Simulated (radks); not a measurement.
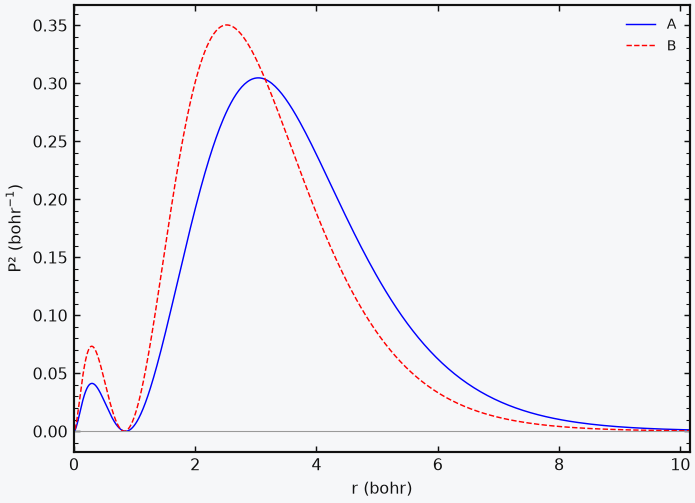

The Li⁻ ion in [He] 2s2 was computed in two surroundings: the Watson sphere of radius 1.58 bohr; the Watson sphere of radius 3.12 bohr. Method: scalar-relativistic Kohn-Sham, LDA (Slater exchange, VWN5 correlation), spin-polarised, spherical densities, point nucleus; computed with the in-house radial solver radks.

The plot shows P² of the 2s up orbital in both runs (large components where relativistic).

Question: Which curve belongs to which run?

Answer: A is the Watson sphere of radius 3.12 bohr (⟨r⟩ = 3.63 bohr, eigenvalue −4.04 eV); B is the Watson sphere of radius 1.58 bohr (⟨r⟩ = 3.11 bohr, eigenvalue −4.73 eV). The smaller sphere makes the deeper well for the outer electrons.
